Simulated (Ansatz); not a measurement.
**C2H7NOSi (SMILES N[Si]1(O)CC1) at CCSD(T)/def2-SVP**

What is the energy change on altering one bond length of C2H7NOSi at CCSD(T)/def2-SVP? 

Program for the calculation: Ansatz 0.2.0.

72 further runs of the same task are left out: 72 set aside as unsound or not needed. Runs told in other sessions of the task aren't counted.

## Step 1: The structure to begin with

The species is C2H7NOSi (12 atoms), meant as a singlet with charge 0. SMILES: `N[Si]1(O)CC1`. Geometry: relaxed at PBE0-D4/def2-TZVP. This is one conformer, not always the lowest.

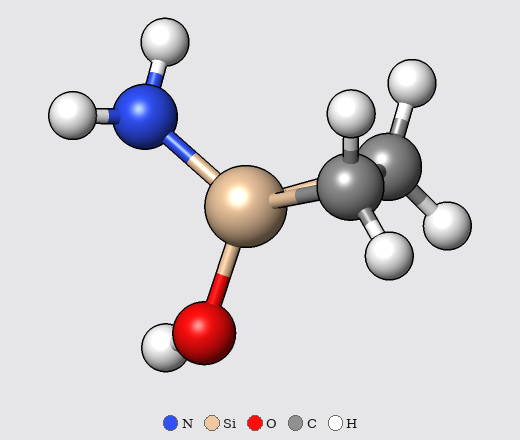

Viewed from a chosen angle; nitrogen blue, silicon light orange, oxygen red, carbon grey, hydrogen white.

## Step 2: A single-point energy at CCSD(T)/def2-SVP

File in.yaml:

```yaml
crystal:
  periodic: [false, false, false]
  atoms:
    - {symbol: "N", position_ang: [-1.526600, -0.226600, 1.088800]}
    - {symbol: Si, position_ang: [0.054700, -0.215700, 0.451700]}
    - {symbol: O, position_ang: [1.088500, -0.992400, 1.459500]}
    - {symbol: C, position_ang: [0.802600, 1.075400, -0.583000]}
    - {symbol: C, position_ang: [0.278500, -0.220100, -1.352700]}
    - {symbol: H, position_ang: [-1.738500, 0.210300, 1.971300]}
    - {symbol: H, position_ang: [-2.314600, -0.202800, 0.463100]}
    - {symbol: H, position_ang: [0.770000, -1.825800, 1.812300]}
    - {symbol: H, position_ang: [0.262900, 1.988900, -0.815300]}
    - {symbol: H, position_ang: [1.878900, 1.218600, -0.612900]}
    - {symbol: H, position_ang: [-0.543500, -0.047500, -2.042300]}
    - {symbol: H, position_ang: [1.064100, -0.817500, -1.806500]}
basis:
  gaussian:
    orbitals: def2-SVP
correlation:
  method: ccsd_t
  frozen_orbitals: {C: 1, H: 0, "N": 1, O: 1, Si: 5}
accuracy: high
scf:
  omitted_lower_state_checks: [cluster_reference, increment]
```

The run is started by

```
ansatz run in.yaml --threads 1 --pin off --max-ram 2610MiB --events-out events.jsonl --progress --plain --runs-dir runs
```

Log, cut to the lines that bear on the results:

```text
Warning: RAYON_NUM_THREADS=1 ignored (pool sized by the plan → 1); use --threads N
Functional definition: HF
  name "HF"
[...]
2571 factors; integrals over basis functions are off by at most 5.9e-9 eV
[...]
mean field -13546.78853616 eV, -497.8352963608 hartree, gradient 1.3e-8 eV, S^2 0.000000; 0 other end points of the search recorded, 0 dependent functions left out
9 core orbitals not correlated: weight in the atoms' cores, before any rotation towards them, 1.000 or more for the frozen orbitals, at most 0.000 for the correlated occupied ones
reference -13546.78853616 eV, -497.8352963608 hartree; 15, 15 occupied and 85, 85 virtual orbitals, 2571 factors
second order -19.81295114 eV of doubles, -0.00000000 eV of singles
cycle   1  -20.48398348 eV  change   -6.7e-1 eV  update   9.0e-2
[...]
cycle  20  -21.04912715 eV  change    2.0e-9 eV  update   2.7e-9
perturbative correction -0.58300660 eV, -0.0214250973 hartree
Total energy: -13568.42066991 eV, -498.6302626134 hartree
Checks for a lower state left out: cluster_reference, increment
```

Wall time 80 s (1 thread of Arm Neoverse V1, shared host); peak memory 0.95 GiB.

## Step 3: The distorted shape

File run.yaml:

```yaml
crystal:
  periodic: [false, false, false]
  atoms:
    - symbol: N
      position_ang: [-1.463040, -0.357649, 0.824093]
    - symbol: Si
      position_ang: [0.118260, -0.346749, 0.186993]
    - symbol: O
      position_ang: [1.152060, -1.123449, 1.194793]
    - symbol: C
      position_ang: [0.866160, 0.944351, -0.847707]
    - symbol: C
      position_ang: [0.342060, -0.351149, -1.617407]
    - symbol: H
      position_ang: [-1.738500, 0.210300, 1.971300]
    - symbol: H
      position_ang: [-2.251040, -0.333849, 0.198393]
    - symbol: H
      position_ang: [0.833560, -1.956849, 1.547593]
    - symbol: H
      position_ang: [0.326460, 1.857851, -1.080007]
    - symbol: H
      position_ang: [1.942460, 1.087551, -0.877607]
    - symbol: H
      position_ang: [-0.479940, -0.178549, -2.307007]
    - symbol: H
      position_ang: [1.127660, -0.948549, -2.071207]
basis:
  gaussian:
    orbitals: def2-SVP
magnetization:
  spin_polarized: false
  initial_magnetization: 0
correlation:
  method: ccsd_t
  frozen_orbitals: {C: 1, H: 0, "N": 1, O: 1, Si: 5}
accuracy: high
scf:
  omitted_lower_state_checks: [cluster_reference, increment]
```

The run is started by

```
ansatz run run.yaml --threads 1 --pin off --max-ram 2610MiB --events-out events.jsonl --progress --plain --runs-dir runs
```

Log, cut to the lines that bear on the results:

```text
Warning: RAYON_NUM_THREADS=1 ignored (pool sized by the plan → 1); use --threads N
[... 2 set-up lines as earlier in the session ...]
[...]
2571 factors; integrals over basis functions are off by at most 7.9e-9 eV
[...]
mean field -13545.42963789 eV, -497.7853577705 hartree, gradient 1.2e-8 eV, S^2 0.000000; 0 other end points of the search recorded, 0 dependent functions left out
9 core orbitals not correlated: weight in the atoms' cores, before any rotation towards them, 1.000 or more for the frozen orbitals, at most 0.000 for the correlated occupied ones
reference -13545.42963789 eV, -497.7853577705 hartree; 15, 15 occupied and 85, 85 virtual orbitals, 2571 factors
second order -19.99851255 eV of doubles, -0.00000000 eV of singles
cycle   1  -20.63592810 eV  change   -6.4e-1 eV  update   9.5e-2
[...]
cycle  22  -21.25296216 eV  change   3.8e-11 eV  update   3.4e-9
perturbative correction -0.61038768 eV, -0.0224313336 hartree
Total energy: -13567.29298773 eV, -498.5888210575 hartree
Checks for a lower state left out: cluster_reference, increment
```

It took 82 s on 1 thread of Arm Neoverse V1, shared host; peak memory 0.95 GiB.

## Step 4: Results

At CCSD(T)/def2-SVP, 9 core orbitals frozen:

| quantity | value |
| --- | --- |
| first shape: total energy | -498.63026 Eh |
| first shape: correlation energy (9 core orbitals frozen) | -795.0 mEh |
| first shape: (T) correction | -21.43 mEh |
| first shape: T1 diagnostic | 0.010 |
| distorted shape: total energy | -498.58882 Eh |
| distorted shape: correlation energy (9 core orbitals frozen) | -803.5 mEh |
| distorted shape: (T) correction | -22.43 mEh |
| distorted shape: T1 diagnostic | 0.011 |
| energy change with the N1–H6 bond stretched from 1.007 to 1.309 Å | 1.128 eV |

In words: With the N1–H6 bond stretched from 1.007 to 1.309 Å the energy rises by 1.13 eV (109 kJ/mol). The first shape isn't relaxed at this level, so the change isn't measured from a minimum. The triples (first shape) make up 2.7 % of the correlation energy. The triples (distorted shape) make up 2.8 % of the correlation energy.
